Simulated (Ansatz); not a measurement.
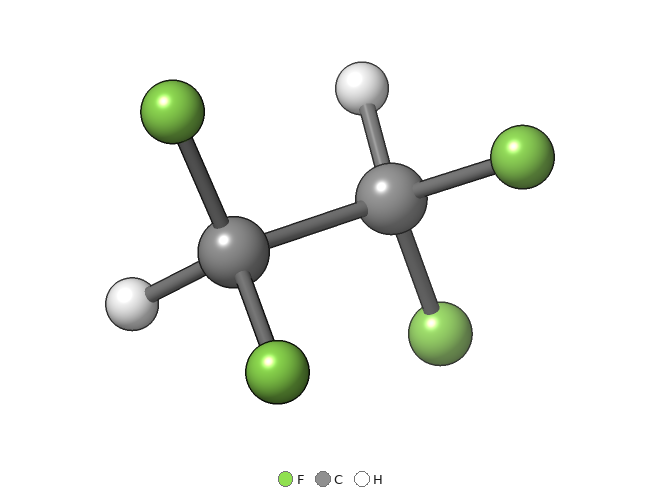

Rendered structure (ball-and-stick style). Every bond is drawn as one stick, whatever its order.

What is the molecular formula?

Answer. C2H2F4, 8 atoms: 2 carbon, 2 hydrogen and 4 fluorine.

What is the point group of this geometry?

Answer. C2.

Name some functional groups or characteristic bonds that it holds.

Answer. Among them: C–F bond.

The parts below concern this one geometry. Atoms keep their numbers from picture to picture. The geometry was computed by an optimisation with PBE0-D4/def2-TZVP.

### Shape

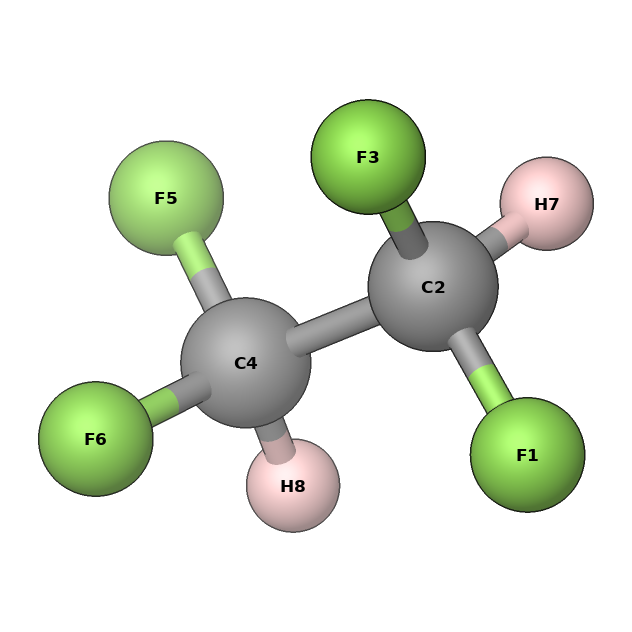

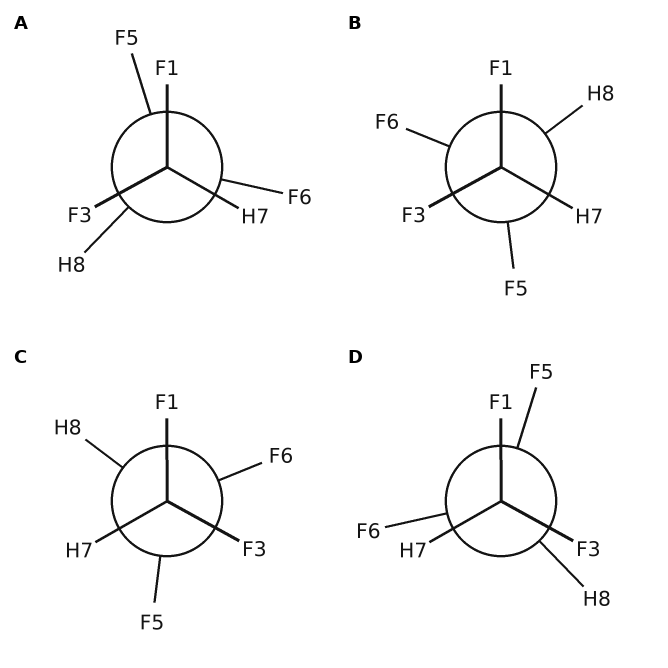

Atoms fade into the background with distance from the viewer. Bonds that would overlap in a projection are set slightly apart.

Which Newman projection shows the view along C2–C4, with C2 in front?

Answer. C. The torsion angle F1–C2–C4–F5 is −173°, antiperiplanar (anti).

### Levels of theory compared

Program: Ansatz 0.2.0.

Compare HOMO energy (eV), HOMO–LUMO gap (eV), dipole (D) at these levels: B3LYP-D4/def2-TZVPP; PBE-D4/def2-TZVPP; r2SCAN-D4/def2-TZVPP; ωB97M-V/def2-TZVPP.

| level | HOMO energy (eV) | HOMO–LUMO gap (eV) | dipole (D) |
| --- | --- | --- | --- |
| B3LYP-D4/def2-TZVPP | −9.69 | 10.67 | 2.32 |
| PBE-D4/def2-TZVPP | −8.06 | 8.47 | 2.11 |
| r2SCAN-D4/def2-TZVPP | −8.47 | 9.43 | 2.22 |
| ωB97M-V/def2-TZVPP | −12.31 | 15.26 | 2.31 |

### Vibrations

Harmonic vibrations computed with RKS PBE0-D4/def2-TZVP (Ansatz 0.2.0) at a stationary point of the same level.

List the wavenumbers.

Answer. 18 modes: 80, 233, 249, 411, 528, 608, 791, 914, 1139, 1157, 1164, 1231, 1340, 1385, 1416, 1449, 3084, 3093 cm⁻¹.

### Charges

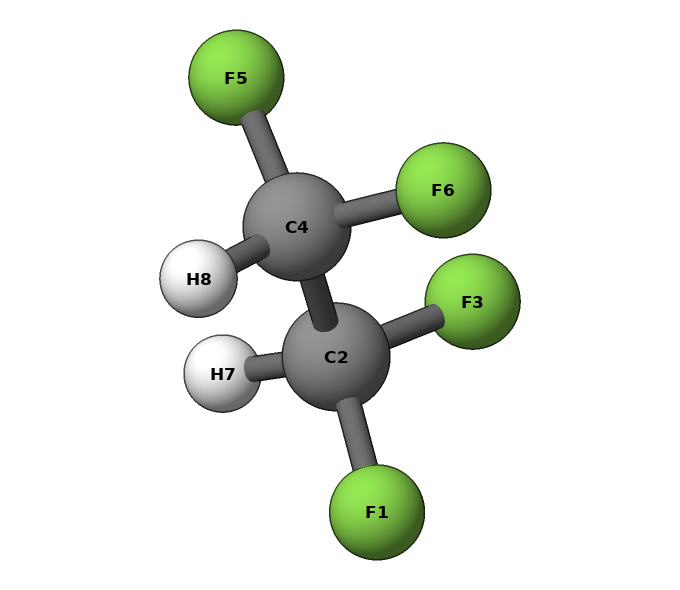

The questions are on Mulliken charges. Properties computed with RKS PBE0-D4/def2-TZVP (Ansatz 0.2.0).

Give the Mulliken charges atom by atom.

| atom | value (e) |
| --- | --- |
| F1 | −0.18 |
| C2 | 0.26 |
| F3 | −0.17 |
| C4 | 0.26 |
| F5 | −0.18 |
| F6 | −0.17 |
| H7 | 0.09 |
| H8 | 0.09 |

### Thermal motion

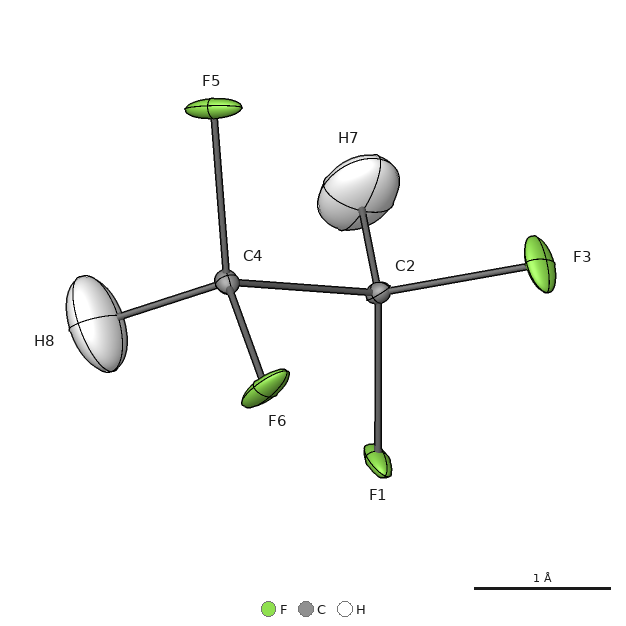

Displacement ellipsoids at the 50 % level, enlarged 1.5 times, from the internal vibrations of the free molecule (harmonic, no overall translation or rotation; no half-axis is drawn under 0.075 Å). Vibrations computed with RKS PBE0-D4/def2-TZVP (Ansatz 0.2.0). Temperature: 200 K.

List U_eq and the three principal root-mean-square amplitudes for each kind of atom.

| atom | U_eq (Å²) | rms amplitudes (Å) |
| --- | --- | --- |
| F1, F5 | 0.0042 | 0.030, 0.044, 0.098 |
| C2, C4 | 0.0016 | 0.034, 0.038, 0.046 |
| F3, F6 | 0.0048 | 0.030, 0.056, 0.102 |
| H7, H8 | 0.0157 | 0.079, 0.124, 0.160 |

Mulliken values depend strongly on the basis set and can even reverse the polarity of a bond.
